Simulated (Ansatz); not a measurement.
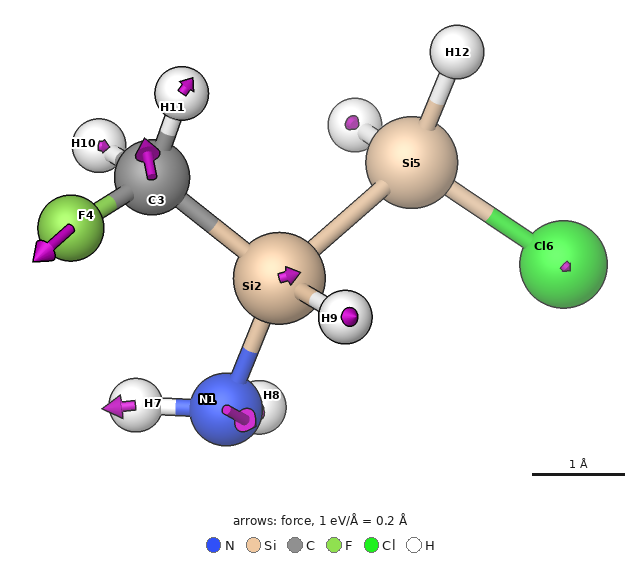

Starting geometry of CH7ClFNSi2 with the computed forces as purple arrows. Style: ball-and-stick. Shown at a tilt.

The run prepares an end point of a later path (inversion) calculation, from a guessed geometry.

These are results of RKS PBE-D4/def2-SVP (Ansatz 0.2.0), not measurements.

Input
```yaml
crystal:
  periodic: [false, false, false]
  atoms:
    - { symbol: "N", position_ang: [-1.6036, -0.9274, 0.5318] }
    - { symbol: Si, position_ang: [-0.3618, -0.1451, -0.3318] }
    - { symbol: C, position_ang: [1.06, -1.2687, -0.562] }
    - { symbol: F, position_ang: [0.7541, -2.3969, -1.1826] }
    - { symbol: Si, position_ang: [0.4855, 1.7819, 0.6457] }
    - { symbol: Cl, position_ang: [-1.0142, 3.1778, 0.9387] }
    - { symbol: H, position_ang: [-1.30864, -1.83707, 0.78686] }
    - { symbol: H, position_ang: [-1.67899, -0.39602, 1.45204] }
    - { symbol: H, position_ang: [-0.9469, 0.2205, -1.6042] }
    - { symbol: H, position_ang: [1.5358, -1.5667, 0.431] }
    - { symbol: H, position_ang: [1.866, -0.8211, -1.1443] }
    - { symbol: H, position_ang: [1.5306, 2.4255, -0.1927] }
    - { symbol: H, position_ang: [1.0309, 1.5221, 1.9786] }
basis:
  gaussian: { orbitals: def2-SVP }
hamiltonian:
  xc: pbe
  dispersion: d4
relax:
  f_tol: 0.015
  max_steps: 40
```

Run as
```bash
ansatz run input.yaml --threads 2 --pin off --max-ram 3072MiB --backend cpu --events-out ev --progress --plain --runs-dir out
```

Q: Is this structure relaxed? If not, where do the atoms go?

A: It isn't relaxed: the largest force vector, on F4, is 3.48 eV/Å. The final displacements have little in common with the starting forces (cosine between the two patterns 0.11). Over 19 accepted moves (21 points after the start) the energy falls by 16.0 kcal/mol. The largest force component goes from 2.9 to 0.011 eV/Å. The line search rejected the trial steps at points 9, 13 of the run. The atom that moves furthest after the best rigid fit is Cl6 (0.67 Å). Largest moves by element: Cl 0.67 Å, H 0.56 Å, N 0.43 Å, F 0.26 Å, C 0.21 Å, Si 0.17 Å. Near-neighbour distances that change, for instance: Si2–C3 1.827 → 1.911 Å, C3–F4 1.323 → 1.403 Å, Si2–H9 1.447 → 1.515 Å, N1–Si2 1.703 → 1.745 Å. Among the angles between lasting bonds that change: N1–Si2–Si5 115.7° → 103.3°, N1–Si2–H9 105.5° → 117.6°, Si2–N1–H8 105.1° → 116.9°. Cost: 79 s on 2 threads of Arm Neoverse V1, with other jobs on the host, peak memory 0.19 GiB.
